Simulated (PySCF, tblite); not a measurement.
# C6H13BN2: geometry, infrared bands and NMR shifts

Wanted: the infrared bands and NMR shifts of C6H13BN2 (`C#C[BH2-][N@@H+](C)[C@@H]1C[C@@H]1N`), by calculation.

The runs use tblite 0.8.0 and PySCF 2.14.0, with density-fitted response routines of our own; the level of theory stands in each step. All values are computed, except where a source is named. Atoms are numbered from 0 throughout.

## Step 1: The molecule as given

22 atoms, charge 0, multiplicity 1; geometry from: force field or distance geometry start.

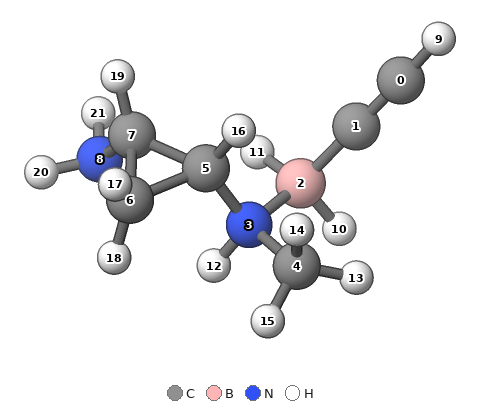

The starting geometry (carbon grey, boron pink, nitrogen blue, hydrogen white), atoms numbered.

## Step 2: Relaxing the molecule with GFN2-xTB

Job settings and geometry (Å):

```
{"job": {"kind": "relax", "xc": "GFN2-xTB", "basis": "xTB"}, "charge": 0, "multiplicity": 1}
C      2.900900     1.241700     1.343200
C      2.118400     1.147700     0.399200
B      1.138800     1.028600    -0.765100
N      0.330300    -0.266500    -0.725700
C      1.231000    -1.424900    -0.727100
C     -0.393800    -0.330200     0.516400
C     -1.656100    -1.177600     0.426800
C     -1.714600     0.327800     0.700300
N     -2.339800     1.055300    -0.366800
H      3.564700     1.349800     2.176700
H      1.790400     1.079200    -1.761100
H      0.331100     1.920400    -0.776000
H     -0.290900    -0.359900    -1.551100
H      2.241000    -1.169500    -1.138300
H      1.275000    -1.785000     0.313200
H      0.771000    -2.261900    -1.312200
H      0.200700    -0.458800     1.437900
H     -1.855900    -1.871000     1.262100
H     -1.930900    -1.477400    -0.602200
H     -1.965000     0.661200     1.714200
H     -3.330300     0.712000    -0.424100
H     -2.426400     2.078400    -0.141100
```

On the command line:

```
OMP_NUM_THREADS=1 python probes_run.py task.json out
```

The driver reads the jobs from task.json and runs them one after another.

**Question.** This job is followed by: GFN2-xTB harmonic vibrations, gas phase; GIAO PBE0/pcSseg-1 NMR shielding, non-relativistic, gas phase. Predict these results of the whole session: strongest single infrared mode (GFN2-xTB); zero-point energy (GFN2-xTB); ¹³C shifts against TMS (PBE0/pcSseg-1); ¹H shifts against TMS (PBE0/pcSseg-1, means over atoms taken as alike); ¹¹B shifts against BF3·OEt2 (PBE0/pcSseg-1); ¹⁵N shifts against NH3 (PBE0/pcSseg-1).

The runs gave:

| quantity | value |
| --- | --- |
| strongest single infrared mode (GFN2-xTB) | 2389 cm⁻¹, 283 km/mol |
| zero-point energy (GFN2-xTB) | 115.5 kcal/mol |
| ¹³C shifts against TMS (PBE0/pcSseg-1) | 101.8, 93.3, 40.2, 39.2, 31.3, 16.4 ppm |
| ¹H shifts against TMS (PBE0/pcSseg-1, means over atoms taken as alike) | 3.78, 3.29, 2.82, 2.75, 2.42, 2.36, 1.71, 1.48, 0.70, 0.24 ppm |
| ¹¹B shifts against BF3·OEt2 (PBE0/pcSseg-1) | -21.5 ppm |
| ¹⁵N shifts against NH3 (PBE0/pcSseg-1) | 54.7, 36.7 ppm |

What this shows: Over 123 steps the energy fell by 0.944 eV; of the close pairs, B2–N3 changed most, 1.527 to 1.656 Å. All 60 modes are real, so the xTB geometry is a minimum. The strongest single mode, at 2389 cm⁻¹, moves mainly H11. GFN2-xTB is a fitted tight-binding method: band positions and strengths are rough. Its intensities can rank the bands wrongly. At PBE0/pcSseg-1: The widest tensor belongs to C1: span 310 ppm, with a paramagnetic part of -174 ppm.
